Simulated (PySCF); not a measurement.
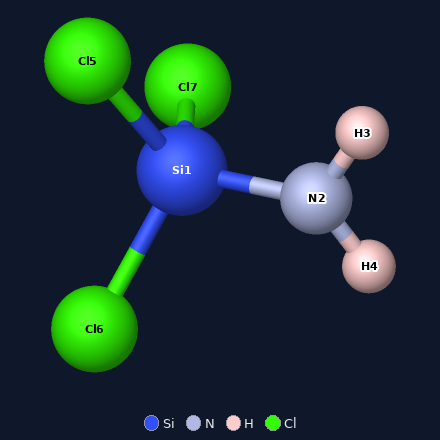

SiNH₂Cl₃ (Si(NH2)Cl3), SMILES N[Si](Cl)(Cl)Cl. Vertical core-electron binding energies by ΔSCF (SCAN, pcX-2 on the ionised atom, pcseg-1 elsewhere, spin-free X2C; PySCF, at a PBE0-D3(BJ)/def2-SVP geometry (no frequency check)), gas phase, against the vacuum level. One atom of each kind was ionised; within a panel, areas follow the number of like atoms and 2j + 1 (2p levels are split by first-order spin-orbit coupling, an approximation), Gaussians of 0.6 eV full width. Only the regions named are shown.

### Predict the Cl 2p photoelectron lines.

| level | atoms | binding energy (eV) |
| --- | --- | --- |
| Cl 2p1/2 | Cl5, Cl6, Cl7 | 208.2 |
| Cl 2p3/2 | Cl5, Cl6, Cl7 | 206.5 |

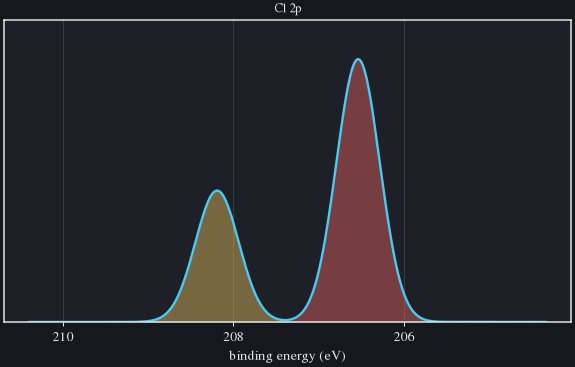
